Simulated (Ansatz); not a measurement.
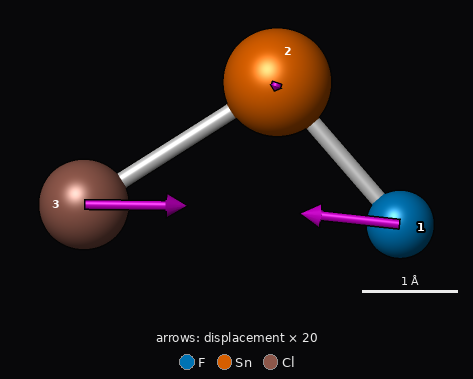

A relaxation of SnClF. The starting structure is drawn; purple arrows show the displacements, 20 times their true length. The two geometries are superimposed by the best rigid fit.

A ball-and-stick model, seen face on.

The start comes from PBE-D4/def2-SVP.

These are results of Ansatz 0.2.0, RKS PBE0-D4/def2-TZVP, not measurements.

The input:
```yaml
crystal:
  periodic: [false, false, false]
  atoms:
    - {symbol: F, position_ang: [-1.433931, 0.244329, -0.766637]}
    - {symbol: Sn, position_ang: [0.164932, 0.903386, 0.191657]}
    - {symbol: Cl, position_ang: [1.258099, -1.212515, 0.561780]}
basis:
  gaussian: {orbitals: def2-TZVP}
hamiltonian: {xc: pbe0, dispersion: d4}
relax: {f_tol: 0.005, max_steps: 150}
```

Q: What did the optimiser do to the structure, and how much energy did it gain?

A: The energy falls by 0.035 eV in 3 geometry steps. The largest force component goes from 0.74 to 0.0024 eV/Å. The atom that moves furthest after the best rigid fit is Cl3 (0.055 Å). Largest moves by element: Cl 0.055 Å, F 0.054 Å, Sn 0.005 Å. Near-neighbour distances that change, for instance: Sn2–Cl3 2.410 → 2.360 Å, F1–Sn2 1.977 → 1.935 Å.
